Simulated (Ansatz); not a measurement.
Process, species as SMILES: [C]#C (C-CH) → C#[C-] (an electron is taken up)
B3LYP-D3(BJ)/def2-TZVP geometries, fixed; electronic energies without zero-point terms; positive where energy is released.

Basis-set convergence of the adiabatic electron affinity at HF with Ansatz (a first-principles code). Cartesian d functions, on some or all atoms, in 6-31G**; all else is spherical. The T1 diagnostic of CCSD is high for at least one species. An unrestricted Hartree-Fock determinant is markedly spin-contaminated. Open shells are unrestricted. No added dispersion term, no relativity. Functions are those of the species that has most. Reference: the value in aug-pcseg-3, 1.515 eV, itself unsure by roughly 0.009 eV (its mean distance from aug-cc-pVQZ, def2-QZVPPD). Deviations are taken from unrounded values.

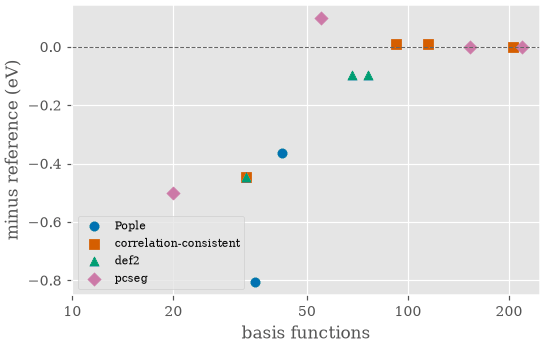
Figure. Deviation from the reference against the number of basis functions, by family of sets.

```
basis            functions  adiabatic electron affinity (eV)  minus reference (eV)
---------------  ---------  --------------------------------  --------------------
pcseg-0                 20                             1.013                -0.502
cc-pVDZ                 33                             1.068                -0.447
def2-SVP                33                             1.069                -0.446
6-31G**                 35                             0.710                -0.805
6-311G**                42                             1.151                -0.364
aug-pcseg-1             55                             1.614                 0.100
def2-TZVP               68                             1.417                -0.097
def2-TZVPP              76                             1.420                -0.095
jun-cc-pV(T+d)Z         92                             1.525                 0.010
aug-cc-pVTZ            115                             1.524                 0.009
pcseg-3                153                             1.512                -0.002
aug-cc-pVQZ            206                             1.514                 0.000
aug-pcseg-3            219                             1.515                 0.000
```
